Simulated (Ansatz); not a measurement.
# F₄H₂OW: what the fields show

The calculation's input:

```
crystal:
  periodic: [false, false, false]
  atoms:
    - { symbol: W, position_ang: [0.026502, 0.008254, -0.005672] }
    - { symbol: F, position_ang: [0.126939, 0.056008, 1.860985] }
    - { symbol: H, position_ang: [1.678308, -0.047945, 0.420804] }
    - { symbol: F, position_ang: [0.240934, 1.822651, -0.113039] }
    - { symbol: O, position_ang: [-1.773443, -0.054881, 0.393254] }
    - { symbol: H, position_ang: [-2.313117, -0.130221, 1.17253] }
    - { symbol: F, position_ang: [0.219487, -1.810541, -0.140248] }
    - { symbol: F, position_ang: [0.23689, 0.030375, -1.835415] }
basis:
  gaussian: { orbitals: def2-SVP }
hamiltonian:
  xc: hf
relax:
  f_tol: 0.03
  max_steps: 50
output:
  orbitals: {}
```

Run with:

```sh
ansatz run input.yaml --threads 2 --pin off --max-ram 3072MiB --backend cpu --events-out ev --progress --plain --runs-dir out
```

The fields are those of the run's last geometry, not of the input's.

Core potentials replace the inner electrons of W.

Level of theory: Ansatz, RHF/def2-SVP.

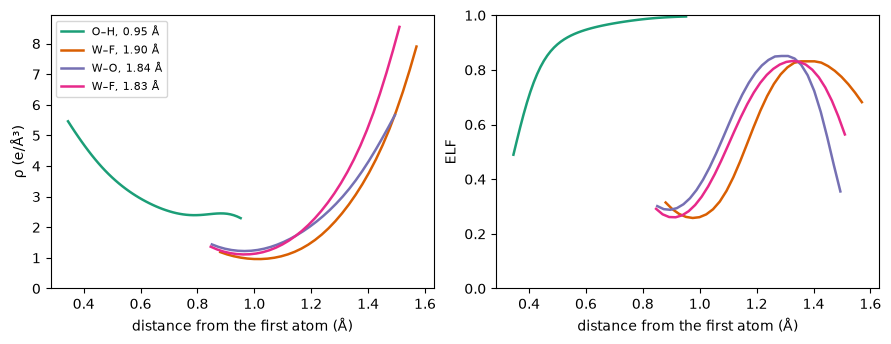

Figure 1. Electron density and electron localisation function along straight lines between neighbouring atoms. The curves leave out the atomic cores.

**What can be read from the curves?**

O–H (0.95 Å): ρ is about 3.8 e/Å³ halfway; the ELF climbs to about 1 towards the hydrogen, as it does in any bond to H (a covalent bond by its length).
W–F (1.90 Å): the density is about 1 e/Å³ at the midpoint; the ELF peaks at about 0.85 in the valence shell of F, 0.5 Å from its nucleus, and drops to about 0.25 between the two atoms.
W–O (1.84 Å): ρ is about 1.3 e/Å³ halfway; the ELF peaks at about 0.85 in the valence shell of O, 0.6 Å from its nucleus, and drops to about 0.30 between the two atoms.
W–F (1.83 Å): ρ is about 1.2 e/Å³ halfway; the ELF peaks at about 0.85 in the valence shell of F, 0.5 Å from its nucleus, and drops to about 0.25 between the two atoms.

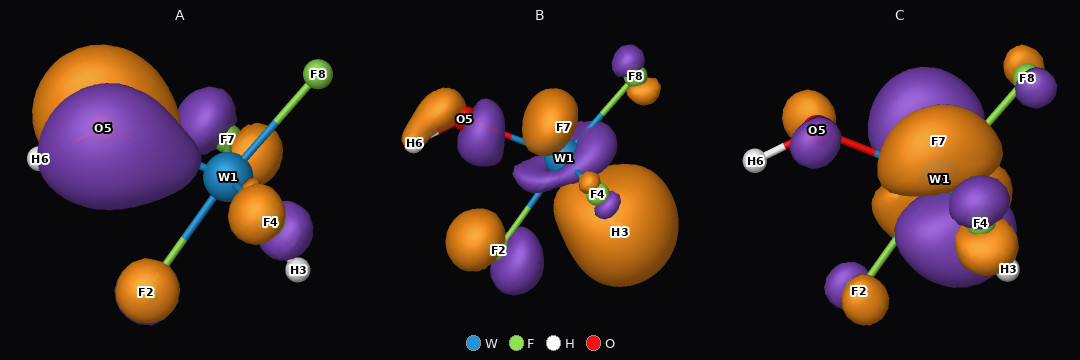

Figure 2. Three frontier orbitals at ±0.15 Å⁻³ᐟ² (orange and purple are the two phases), in no order.

**Which picture is the HOMO−1, the HOMO and the LUMO?**

A is the HOMO−1 (−16.06 eV). By Hirshfeld shares it lies mainly on O5 (about 70 %) and F7 (about 5 %); largely a lone pair of O5. B is the HOMO (−13.86 eV). It lies mainly on H3 (about 35 %), W1 (about 35 %), F2 (about 15 %) and O5 (about 5 %). C is the LUMO (−0.28 eV). It lies mainly on W1 (about 75 %), F7 (about 5 %) and F4 (about 5 %).

**What is the HOMO–LUMO gap?**

13.58 eV between the orbital energies.
